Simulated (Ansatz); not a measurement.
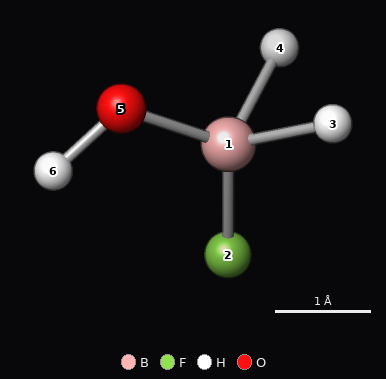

*The input geometry (ball-and-stick view, seen at a tilt; atoms are numbered from 1 in the order of the input).*

Bond lengths as drawn: B–F 1.37 Å, B–H 1.30 Å, B–O 1.39 Å and H–O 0.98 Å.

**Run report: BH3OF, nudged elastic band**

BH3OF, multiplicity 2, computed with UKS revPBE-D4/def2-SVP (Ansatz 0.2.0).

The run did not end well. One setting was made poor on purpose. It belongs to a series of runs on one base structure; here: an input spoilt on purpose.

**The program's output**
```
Engine: ansatz 0.2.0, x86_64-unknown-linux-gnu
Functional definition: revPBE
  parameter kappa = 1.245
  parameter beta = 0.06672455060314922
  exchange = pbe_x(kappa = kappa, mu = beta*pi^2/3)
  correlation = pbe_c(beta = beta)
619 factors; their error is unknown
mean field evaluation 1: about -5479.1996 eV, gradient 3.5e1 eV
mean field evaluation 2: about -5459.1550 eV, gradient 7.4e1 eV
mean field evaluation 4: about -5483.4529 eV, gradient 5.9e0 eV
mean field evaluation 8: about -5483.5506 eV, gradient 8.3e-2 eV
mean field -5483.55061877 eV, -201.5167683555 hartree, gradient 3.5e-5 eV, S^2 0.752622; 0 other end points of the search recorded, 0 dependent functions left out
the calculation of the forces begins
reference -5483.55065139 eV, -201.5167695544 hartree; 13, 12 occupied and 44, 45 virtual orbitals, 619 factors
619 factors; their error is unknown
mean field evaluation 16: about -5460.7635 eV, gradient 4.4e1 eV
mean field evaluation 32: about -5478.4513 eV, gradient 2.3e0 eV
mean field evaluation 64: about -5478.9228 eV, gradient 2.3e-1 eV
mean field evaluation 96: about -5478.1156 eV, gradient 7.3e0 eV
mean field evaluation 128: about -5478.9652 eV, gradient 7.5e-3 eV
mean field -5478.96523687 eV, -201.3482586791 hartree, gradient 1.2e-5 eV, S^2 1.104917; 9 other end points of the search recorded, 0 dependent functions left out
[... from here on the field's lines of each further geometry are left out, up to the last ...]
WARN: NEB end point (image 4): max|allowed force component| = 2.863e0 eV/Å (the criterion of neb.relax_end_points is 1.000e-2). That is over neb.f_tol: it is no minimum, so the barrier can be far off. Relax it first
NEB iter   1: max|band force component| = 3.836e0 eV/Å  barrier→ = 4.9322 eV  barrier← = 0.3121 eV  Δτ_max = 0.1836 Å  (1327 SCF iters)
NEB iter   2: max|band force component| = 4.679e0 eV/Å  barrier→ = 4.6201 eV  barrier← = 0.0000 eV  Δτ_max = 0.0923 Å  (295 SCF iters)
NEB iter   3: max|band force component| = 1.890e0 eV/Å  barrier→ = 4.6201 eV  barrier← = 0.0000 eV  Δτ_max = 0.1854 Å  (188 SCF iters)
NEB iter   4: max|band force component| = 4.329e0 eV/Å  barrier→ = 4.6201 eV  barrier← = 0.0000 eV  Δτ_max = 0.0922 Å  (237 SCF iters)
NEB iter   5: max|band force component| = 1.806e0 eV/Å  barrier→ = 4.6201 eV  barrier← = 0.0000 eV  Δτ_max = 0.1822 Å  (183 SCF iters)
NEB iter   6: max|band force component| = 4.159e0 eV/Å  barrier→ = 4.6201 eV  barrier← = 0.0000 eV  Δτ_max = 0.0788 Å  (202 SCF iters)
NEB iter   7: max|band force component| = 1.760e0 eV/Å  barrier→ = 4.6201 eV  barrier← = 0.0000 eV  Δτ_max = 0.1838 Å  (166 SCF iters)
the calculation of the forces begins
reference -5481.75461916 eV, -201.4507665875 hartree; 13, 12 occupied and 44, 45 virtual orbitals, 619 factors
these checks for a lower state are left out or cut short: starts, cluster_reference, orbital_swaps, neighbouring_geometries, increment
619 factors; their error is unknown
mean field evaluation 768: about -5481.7016 eV, gradient 1.2e-4 eV
mean field -5481.70164432 eV, -201.4488197978 hartree, gradient 1.6e-5 eV, S^2 0.750000; 1 other end points of the search recorded, 0 dependent functions left out
the calculation of the forces begins
reference -5481.70170465 eV, -201.4488220151 hartree; 13, 12 occupied and 44, 45 virtual orbitals, 619 factors
NEB iter   8: max|band force component| = 1.235e0 eV/Å  barrier→ = 4.6201 eV  barrier← = 0.0000 eV  Δτ_max = 0.1839 Å  (238 SCF iters)
```

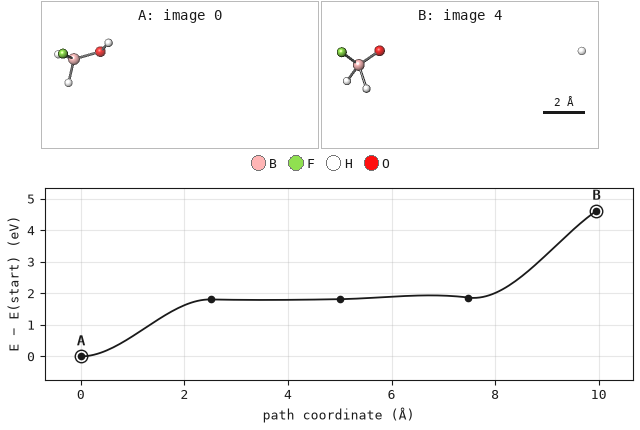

*Images of the last band (counted from 0; ball-and-stick, seen at a tilt) above the energy along the path; the line is a cubic interpolation that uses the forces.*

No image lies above both ends; the end is 4.620 eV above the start. The path is 9.96 Å long. The band had not converged after 8 iterations. The end points carry forces over 0.1 eV/Å, so they aren't fully relaxed minima and the barriers are approximate.

```
Unfinished report: {"positions_ang":[[-0.8579338177207446,-0.7676170129580162,-0.4771654503623362],[-1.6541269433445405,-1.7922948415952784,-0.9126940003416688],[-0.5793982705446326,0.1247582374640811,-1.3833029237968582],[0.4142339859087947,-0.9390420783108788,-0.6953776250123731],[-1.0920519387599597,-0.18387232850116922,0.7668514986045811],[3.2548749844610834,2.7569690239012616,9.618789500908655]],"mean_field":{"relativity":"none","state":{"energy":{"ev":-5478.965295106239,"hartree":-201.3482608190918},"converged":true,"gradient_ev":0.000011691082705142534,"stability":{"kind":"minimum","curvature_ev":0.8757695658252427},"curvature_floor_ev":0.00030000000000000003,"spin_squared":1.1049167823978951},"others":[{"energy":{"ev":-5478.965236872722,"hartree":-201.34825867904954},"converged":false,"gradient_ev":0.00008595803147372192,"stability":{"kind":"undecided","curvature_ev":null},"curvature_floor_ev":null,"spin_squared":1.104914457423769},{"energy":{"ev":-5478.965236872716,"hartree":-201.34825867904928},"converged":false,"gradient_ev":0.00009122739813439478,"stability":{"kind":"undecided","curvature_ev":null},"curvature_floor_ev":null,"spin_squared":1.1049148674722762},{"energy":{"ev":-5478.965236860874,"hartree":-201.34825867861412},"converged":false,"gradient_ev":0.0012276305289851488,"stability":{"kind":"undecided","curvature_ev":null},"curvature_floor_ev":null,"spin_squared":1.1049233872343756},{"energy":{"ev":-5478.934911338368,"hartree":-201.3471442362174},"converged":false,"gradient_ev":0.3959628901658459,"stability":{"kind":"undecided","curvature_ev":null},"curvature_floor_ev":null,"spin_squared":1.1440551762017002},{"energy":{"ev":-5478.934816061351,"hartree":-201.3471407348516},"converged":false,"gradient_ev":0.39844419593540265,"stability":{"kind":"undecided","curvature_ev":null},"curvature_floor_ev":null,"spin_squared":1.143848692376796},{"energy":{"ev":-5478.933052613146,"hartree":-201.3470759293254},"converged":false,"gradient_ev":2.723427127020254,"stability":{"kind":"undecided","curvature_ev":null},"curvature_floor_ev":null,"spin_squared":1.0077239295008233},{"energy":{"ev":-5478.758674684288,"hartree":-201.34066765863747},"converged":false,"gradient_ev":2.6515423976714865,"stability":{"kind":"undecided","curvature_ev":null},"curvature_floor_ev":null,"spin_squared":1.4345920372890681},{"energy":{"ev":-5478.5806464124,"hartree":-201.33412524031746},"converged":true,"gradient_ev":0.00002328150187965869,"stability":{"kind":"minimum","curvature_ev":1.8940331944687159},"curvature_floor_ev":0.00030000000000000003,"spin_squared":1.7559955649566543},{"energy":{"ev":-5477.669226807405,"hartree":-201.3006311876163},"converged":false,"gradient_ev":12.581639032446118,"stability":{"kind":"undecided","curvature_ev":null},"curvature_floor_ev":null,"spin_squared":1.751312780489119}],"fillings":{"estimated":7,"unestimated":0,"tried":3,"untried":8,"excluded_magnetic_sites":0},"n_dropped_functions":0,"n_trapped_functions":0,"passes":{"evaluations":112,"products":251},"factors":{"origin":"density fitting in generated functions","count":619,"bound_ev":null},"gradient_stop_ev":0.000026273086974757282,"reference_kind":"stationary","functional":{"name":"revPBE","citations":["Zhang & Yang, Phys. Rev. Lett. 80, 890 (1998) doi:10.1103/PhysRevLett.80.890","Perdew, Burke & Ernzerhof, Phys. Rev. Lett. 77, 3865 (1996) doi:10.1103/PhysRevLett.77.3865"],"text":"name \"revPBE\"\ncite \"Zhang & Yang, Phys. Rev. Lett. 80, 890 (1998) doi:10.1103/PhysRevLett.80.890\"\ncite \"Perdew, Burke & Ernzerhof, Phys. Rev. Lett. 77, 3865 (1996) doi:10.1103/PhysRevLett.77.3865\"\nparameter kappa = 1.245\nparameter beta = 0.06672455060314922\nexchange = pbe_x(kappa = kappa, mu = beta*pi^2/3)\ncorrelation = pbe_c(beta = beta)\n","parameters":{"beta":{"value":0.06672455060314922,"default":0.06672455060314922},"kappa":{"value":1.245,"default":1.245}},"final_grid":{"core_spheres":13.0,"valence_spheres":11.0,"degree":36.0},"final_grid_parameter_source":"default","radial_points_factor":1.0,"radial_grid_error_ev":3.302647371798941e-7,"grid_sensitivity":"normal","grid_sensitivity_ratio":0.001870803151768979},"unsmoothed_excess_ev":-0.00005823346325632383,"symmetry":{"irreps":["A"],"axes":[[0.9385116625103725,-0.1069304382638289,-0.3282708343802746],[-0.00837097347853688,0.9435000923152196,-0.33126651295323145],[0.34514603595440274,0.3136454322541256,0.884590728354692]],"occupied":[{"A":13},{"A":12}]},"density_repulsion":{"missed_ev":0.00008601499473792797,"excess_ev":0.00008598851527308495,"most_excess_ev":0.000325,"are_drawn_again":false,"n_first_factors":619,"energy_change_ev":0.0,"n_dropped_ends":0},"direct_passes":"host"},"factors":{"origin":"density fitting in generated functions","count":619,"bound_ev":null},"n_frozen":0,"n_occupied":[13,12],"n_virtual":[44,45],"reference":{"ev":-5478.965295106239,"hartree":-201.3482608190918},"dispersion":{"energy":{"ev":-0.16824669745573392,"hartree":-0.0061829520897907185},"switches_in_reach":[]},"total":{"ev":-5479.133541803694,"hartree":-201.35444377118156},"forces_ev_per_angstrom":[[-1.6849625728220143,0.27305039461832725,2.8634053287482666],[0.3070375678154399,-0.016943030426844623,-0.47074681545577607],[0.5403119083651524,-0.2406281311444034,0.31092786481403956],[-0.23360856916525025,0.586096294366422,-0.22181442074677543],[1.0712392168027394,-0.6015622919156639,-2.4817411065305706],[-0.000017550997808392497,-0.000013235499548595314,-0.00003085082913698755]],"charge_distribution":{"dipole_moment_e_ang":[0.3760215127763903,0.1177742158874543,-0.3613454843872599],"mulliken_charges_e":[0.039761748351478055,-0.10406571993115143,0.0762469075953478,0.07648883870556222,-0.08843177472125063,4.440892098500626e-16],"lowdin_charges_e":[-0.7106472676434397,0.21881782266408223,0.1350223322502866,0.13528328404516432,0.22152382868389964,1.1102230246251565e-15]},"n_threads":1,"memory_gib":1.7045454550534487,"seconds":{"hamiltonian":3.483542579,"orbitals":0.0,"second_order":0.0,"solver_start":0.0,"cycles":0.0,"cycle":0.0,"perturbative":0.0,"full_ci_increment":0.0,"forces":0.0}}
this run last wrote the band of iteration 8 to [file]
Error: NEB band did not converge after 8 iterations: max|band force component| = 1.23e0 eV/Å (threshold 5.0e-2); raise `neb.max_iterations` in a new run, which can start from the last band evaluated (`neb.initial_path`, with `crystal.atoms` and `neb.final_atoms` set to its first and last images), add images, or start from endpoints closer to local minima. Where this run's directory can be resumed (`checkpoint.write`), a resume goes on for up to `neb.max_iterations` more; to start a new run from the last band, take its images' positions from the `neb_iteration` event of iteration 8 (`data.images[].positions_ang`), in the event stream of the run that computed that iteration (not this run's, if it was resumed behind it). With `checkpoint.write`, `steps/00-neb/state/checkpoint.json` in the run directory holds the last saved band, under `neb.evaluated.images[].positions_ang` (a band under a hybrid functional on support functions is neither saved nor resumed: `neb.initial_path` says where its path is): check the last entry of `neb.iterations` there, which is earlier than 8 if that iteration was not saved or its write failed. If the band's step has no `state` directory and holds `state.next`, a write was cut short, and the file is under `state.next` instead (behind a loss of power it can be under `state.prev`)
this run wrote the band of iteration 8 to [file] as well, whether or not its events were kept: a new run's `neb.initial_path` can list its `images[].positions_ang`
a run's events are kept only if it was started with --events-out <file>, and are in that file
```

**The last band as extended XYZ (Å, eV, eV/Å)**
```
6
Properties=species:S:1:pos:R:3:forces:R:3 image=0 energy=-5483.75358
B    -0.0836   -0.1823    0.9041   -0.0011  -0.0040   0.0014
F    -0.4378   -1.4890    0.7015    0.0018   0.0069   0.0030
H     0.9147    0.2269    0.1760    0.0025  -0.0008  -0.0029
H    -0.6316    0.6610    0.0778   -0.0022   0.0009  -0.0031
O    -0.0214    0.3315    2.1984   -0.0030  -0.0078   0.0086
H    -0.2547   -0.3492    2.8593    0.0019   0.0049  -0.0069
6
Properties=species:S:1:pos:R:3:forces:R:3 image=1 energy=-5481.94639
B    -0.6225   -0.4087    1.1935    0.0214  -0.3293  -0.4342
F    -0.9189   -1.2918    0.3016   -0.3438  -0.6361  -0.2056
H     0.3333    0.7812   -0.2949    0.4064   0.1780  -0.1196
H    -0.3659    0.9125   -0.5444   -0.2334   0.1991  -0.4707
O    -0.2930    0.4185    2.0116    0.1490   0.5896   1.2303
H     1.3526   -1.2128    4.2496    0.0005  -0.0012  -0.0001
6
Properties=species:S:1:pos:R:3:forces:R:3 image=2 energy=-5481.93718
B    -1.0123   -0.0936    1.1087   -0.9335   0.0617   0.5410
F    -1.6265   -0.9345    0.3392    0.1354  -0.5023  -0.5543
H    -0.2072    1.1418   -0.2367    0.2731   0.2376   0.0751
H    -0.7724    1.0879   -0.7405   -0.1353  -0.0219  -0.4455
O    -0.7506    0.6478    2.0417    0.6606   0.2246   0.3839
H     3.8545   -2.6505    4.4047   -0.0004   0.0003  -0.0002
6
Properties=species:S:1:pos:R:3:forces:R:3 image=3 energy=-5481.88665
B    -1.5020    0.2702    1.2766    1.0946  -0.0069   0.2317
F    -2.6365    0.3304    0.6840   -1.1424  -0.1527  -0.1535
H    -0.7070    1.7183   -0.0897    0.2319   0.8830   0.2982
H    -0.7744    1.1536   -0.5610   -0.0413  -0.4382  -0.9586
O    -0.3799    0.2284    1.7609   -0.1427  -0.2852   0.5823
H     5.4854   -4.5020    3.8464   -0.0001   0.0001   0.0000
6
Properties=species:S:1:pos:R:3:forces:R:3 image=4 energy=-5479.13348
B    -0.8579   -0.7676   -0.4772   -1.6850   0.2731   2.8634
F    -1.6541   -1.7923   -0.9127    0.3070  -0.0169  -0.4707
H    -0.5794    0.1248   -1.3833    0.5403  -0.2406   0.3109
H     0.4142   -0.9390   -0.6954   -0.2336   0.5861  -0.2218
O    -1.0921   -0.1839    0.7669    1.0712  -0.6016  -2.4817
H     3.2549    2.7570    9.6188    0.0000   0.0000   0.0000
```

The run was set up as follows.

**Input**
```yaml
crystal:
  periodic: [false, false, false]
  atoms:
    - { symbol: B, position_ang: [-0.083613, -0.182273, 0.904149] }
    - { symbol: F, position_ang: [-0.437755, -1.488983, 0.701509] }
    - { symbol: H, position_ang: [0.914693, 0.226861, 0.175969] }
    - { symbol: H, position_ang: [-0.631606, 0.661029, 0.077833] }
    - { symbol: O, position_ang: [-0.021415, 0.331462, 2.198374] }
    - { symbol: H, position_ang: [-0.254706, -0.349195, 2.859267] }
magnetization:
  spin_polarized: true
  initial_magnetization: 1
basis:
  gaussian: { orbitals: def2-SVP }
hamiltonian:
  xc: revpbe
  dispersion: d4
neb:
  order_check: false
  images: 3
  f_tol: 0.05
  max_iterations: 8
  climbing: true
  final_atoms:
    - { symbol: B, position_ang: [-0.08372972, -0.18212239, 0.90394784] }
    - { symbol: F, position_ang: [-0.43714792, -1.4890995, 0.70275223] }
    - { symbol: H, position_ang: [-0.63215566, 0.66081471, 0.07709429] }
    - { symbol: H, position_ang: [0.91532614, 0.22760672, 0.17633292] }
    - { symbol: O, position_ang: [-0.02158046, 0.3313912, 2.19839312] }
    - { symbol: H, position_ang: [5.74488561, 5.65031025, 8.85858059] }
  initial_path: idpp
```

Run as:
```bash
ansatz run input.yaml --threads 1 --pin off --max-ram 2048MiB --backend cpu --events-out ev --progress --plain --runs-dir out
```

**Outcome**

```tsv
quantity	value
outcome	not converged
barrier, forward (band not converged)	4.620 eV
barrier, backward	0.000 eV
hardware	1 thread of Intel Xeon (Granite Rapids), 32 GiB of memory available, shared host
wall time	41 s
peak memory	0.14 GiB
```

The run did not converge: “NEB band did not converge after 8 iterations: max|band force component| = 1.23e0 eV/Å (threshold 5.0e-2); raise `neb.max_iterations` in a new run, which can start from the last band evaluated (`neb.initial_path`, with `crystal.atoms` and `neb.final_atoms` set to its first and last images), add images, or start from endpoints closer to local minima …” Its last values are not results. A deliberately poor setting: bad input.
